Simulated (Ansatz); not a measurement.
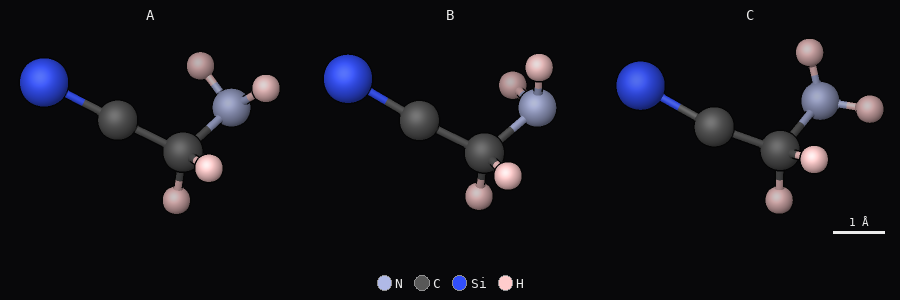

3 geometries from one relaxation of C₂H₄NSi (charge −1), in shuffled order. The picture is a ball-and-stick view, seen from a free direction.

The run prepares an end point of a later path (torsion) calculation, from a guessed geometry.

Theory: RKS PBE-D4/def2-SVP in Ansatz. Settings: no spin polarisation; force threshold 0.015 eV/Å; at most 40 steps.

> Put them in the order of the run, from the start to the converged end.

C, A, B. They are steps 0, 8, 14, at +0.395 eV, +0.160 eV relative to the last. Over 12 accepted moves (14 points after the start) the energy falls by 0.395 eV. The largest force component goes from 1.3 to 0.0084 eV/Å. The line search rejected the trial steps at points 3, 12 of the run. An H atom moves most after the best rigid fit: 1.22 Å. By element the largest moves are H 1.22 Å, N 0.43 Å, Si 0.41 Å, C 0.20 Å. Near-neighbour distances that change, for instance: C–C 1.438 → 1.471 Å, C–N 1.533 → 1.505 Å, H–N 1.020 → 1.036 Å, C–Si 1.683 → 1.669 Å. Bond angles that change, for instance: C–C–Si 157.5° → 176.0°, H–N–H 107.1° → 100.0°, C–N–H 110.3° → 103.3°. Groups turn about C–N by about 95°.

Limits of the set-up: the basis has no diffuse functions, which an anion needs.
